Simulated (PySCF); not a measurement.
# SiH2F− (SMILES F[SiH2-]): levels of theory compared

Aim: a comparison of 6 runs (PBE/STO-3G, SVWN5/STO-3G, UPBE0/STO-3G, r2SCAN/STO-3G, wB97X-V/STO-3G, NEVPT2(14,10)/STO-3G) of SiH2F−. The job is set up through a Python script.

The results are computed with PySCF 2.14.0.

1 further run of the same task is left out (set aside as unsound or not needed).

**1. The system as given**

SiH2F−: 4 atoms, total charge -1, spin state singlet. As SMILES, `F[SiH2-]`. The Si2–H3 distance was set to 1.835 Å, away from the relaxed value.

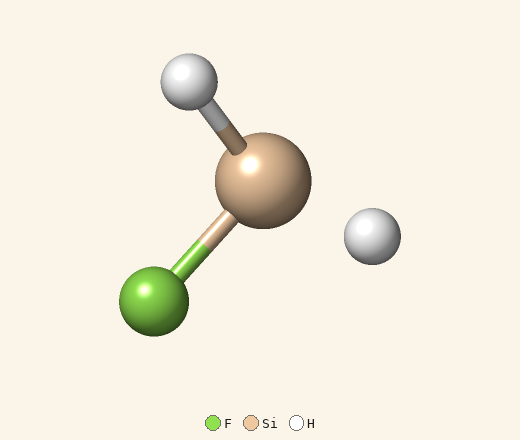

The structure, seen from a chosen angle (fluorine green, silicon light orange, hydrogen white).

**2. The energy at PBE/STO-3G (run 1)**

Contents of job.py:

```python
from pyscf import gto, dft

mol = gto.M(
    atom='''
F      2.718312     0.908762    -0.837564
Si     0.189405    -1.136753    -0.943767
H     -2.240006     1.244063    -0.270760
H      0.546847    -2.206338     1.715607
''',
    charge=-1,
    verbose=3,
    max_memory=1860,
    basis='sto-3g',
    spin=0,
    unit='bohr',
)

ks = dft.RKS(mol, xc='pbe')
ks.conv_tol = 1e-10
ks.grids.level = 5
ks.kernel()
if not ks.converged:
    ks = ks.newton().run(ks.mo_coeff, ks.mo_occ)

etot = ks.e_tot
print('Final energy', etot)
```

The run is started by

```bash
$ OMP_NUM_THREADS=1 python job.py
```

The log of the run:

```text
converged SCF energy = -385.243674228531
Final energy -385.2436742285308
```

Run time: 2.2 s. Hardware: 1 thread of Intel Xeon Platinum 8488C (Sapphire Rapids), shared host; peak memory 0.18 GiB.

**3. The energy at SVWN5/STO-3G (run 2)**

Contents of job.py:

```python
from pyscf import gto, dft

mol = gto.Mole()
mol.atom = '''
F      2.718312     0.908762    -0.837564
Si     0.189405    -1.136753    -0.943767
H     -2.240006     1.244063    -0.270760
H      0.546847    -2.206338     1.715607
'''
mol.charge = -1
mol.basis = 'sto-3g'
mol.max_memory = 1860
mol.verbose = 3
mol.spin = 0
mol.unit = 'bohr'
mol.build()

mf = dft.RKS(mol, xc='svwn')
mf.conv_tol = 1e-10
mf.grids.level = 5
mf.kernel()
if not mf.converged:
    mf = mf.newton().run(mf.mo_coeff, mf.mo_occ)

etot = mf.e_tot
print(f'total energy: {etot:.8f} hartree')
```

The run is started by

```bash
$ OMP_NUM_THREADS=1 python job.py
```

The log of the run:

```text
converged SCF energy = -383.632191012008
total energy: -383.63219101 hartree
```

Run time: 1.4 s. Hardware: 1 thread of Intel Xeon Platinum 8488C (Sapphire Rapids), shared host; peak memory 0.14 GiB.

**4. A single-point energy at UPBE0/STO-3G (run 3)**

Contents of job.py:

```python
from pyscf import gto, dft

molecule = gto.M(
    atom='F 1.438469 0.480896 -0.443220; Si 0.100229 -0.601544 -0.499420; H -1.185360 0.658330 -0.143280; H 0.289379 -1.167544 0.907860',
    max_memory=1860,
    charge=-1,
    spin=0,
    verbose=3,
    basis='sto-3g',
)

ks = dft.UKS(molecule, xc='pbe0')
ks.grids.level = 5
ks.conv_tol = 1e-10
ks.kernel()
if not ks.converged:
    ks = ks.newton().run(ks.mo_coeff, ks.mo_occ)
for _ in range(3):
    mo, _, stable, _ = ks.stability(return_status=True)
    if stable:
        break
    ks.kernel(ks.make_rdm1(mo, ks.mo_occ))

etot = ks.e_tot
print('E = %.10f Eh' % etot)
```

The run is started by

```bash
$ OMP_NUM_THREADS=1 python job.py
```

The log of the run:

```text
converged SCF energy = -385.305263962323  <S^2> = 1.6092017e-11  2S+1 = 1
<class 'pyscf.dft.uks.UKS'> wavefunction is stable in the internal stability analysis
E = -385.3052639623 Eh
```

Run time: 9.3 s. Hardware: 1 thread of Intel Xeon Platinum 8488C (Sapphire Rapids), shared host; peak memory 0.32 GiB.

Runs 4 to 5 aren't shown in full; the table further down has their settings and results.

**5. The energy at NEVPT2(14,10)/STO-3G (run 6)**

Contents of input.py:

```python
import numpy
from pyscf import gto, scf, mp, mcscf, mrpt

mol = gto.M(
    atom='''
F      2.718312     0.908762    -0.837564
Si     0.189405    -1.136753    -0.943767
H     -2.240006     1.244063    -0.270760
H      0.546847    -2.206338     1.715607
''',
    unit='bohr',
    basis='sto-3g',
    max_memory=1860,
    verbose=4,
    charge=-1,
)

mf = scf.RHF(mol)
mf.conv_tol = 1e-10
mf.kernel()
if not mf.converged:
    mf = mf.newton().run(mf.mo_coeff, mf.mo_occ)

pt = mp.MP2(scf.addons.convert_to_uhf(mf)).run()
noons, natorbs = mcscf.addons.make_natural_orbitals(pt)
print('natural occupations', numpy.round(noons[:40], 4))
cas = mcscf.CASSCF(mf, 10, 14)
cas.fix_spin_(ss=0.0)
cas.natorb = True
cas.kernel(natorbs)
e_pt2 = mrpt.NEVPT(cas).kernel()
energy = cas.e_tot + e_pt2
print('Final energy', energy)
```

The run is started by

```bash
$ OMP_NUM_THREADS=1 python input.py
```

The log of the run:

```text
PySCF version 2.14.0

[... 56 lines left out ...]
converged SCF energy = -384.555238149703
[... 32 lines left out ...]
sorting_mo_energy = False
[... 32 lines left out ...]
1-step CASSCF converged in   9 macro ( 63 JK  18 micro) steps
[... 3 lines left out ...]
Natural orbital (expansion on meta-Lowdin AOs) in CAS space
[... 32 lines left out ...]
CASSCF energy = -384.628413911273
[... 7 lines left out ...]
Natural orbital (expansion on meta-Lowdin AOs) in CAS space
[... 40 lines left out ...]
Nevpt2 Energy = -0.002132669347097
Final energy -384.6305465806203
```

Run time: 7.8 s. Hardware: 1 thread of Intel Xeon Platinum 8488C (Sapphire Rapids), shared host; peak memory 0.16 GiB.

**6. Overview of the runs**

| run | level | follow instability | nlc grid | energy (Eh) | HOMO energy (eV) | LUMO energy (eV) | HOMO–LUMO gap (eV) | wall time |
| --- | --- | --- | --- | --- | --- | --- | --- | --- |
| 1 | PBE/STO-3G | – | – | -385.243674 | 7.83 | 14.02 | 6.19 | 2.2 s |
| 2 | SVWN5/STO-3G | – | – | -383.632191 | 8.00 | 14.10 | 6.09 | 1.4 s |
| 3 | UPBE0/STO-3G | yes | – | -385.305264 | 6.31 | 15.03 | 8.71 | 9.3 s |
| 4 | r2SCAN/STO-3G | – | – | -385.460863 | 7.42 | 14.19 | 6.76 | 2.8 s |
| 5 | wB97X-V/STO-3G | – | 1 | -385.434594 | 3.95 | 17.44 | 13.49 | 12 s |
| 6 | NEVPT2(14,10)/STO-3G | – | – | -384.630547 | 2.95 | 19.33 | 16.38 | 7.8 s |

**7. What came out**

| quantity | value |
| --- | --- |
| run 6: total energy | -384.63055 Eh |
| run 6: HOMO energy (Hartree–Fock orbitals) | 2.95 eV |
| run 6: LUMO energy (Hartree–Fock orbitals) | 19.33 eV |
| run 6: HOMO–LUMO gap (to an unbound level, set by the basis) | 16.38 eV |

**Reading.** Over runs 1, 2, 3, 4, 5 the HOMO–LUMO gap runs from 6.09 eV (SVWN5/STO-3G) to 13.49 eV (wB97X-V/STO-3G). The empty levels of an anion lie above zero and hang on the basis. Totals of different functionals can't be ranked against each other. In runs 1, 2, 3, 4, 5, 6 the HOMO lies above zero, so the outermost electron may be held by the basis alone. In runs 1, 2, 3, 4, 5, 6 the basis is minimal, so the values are rough. All runs together took 36 s, the longest 12 s.
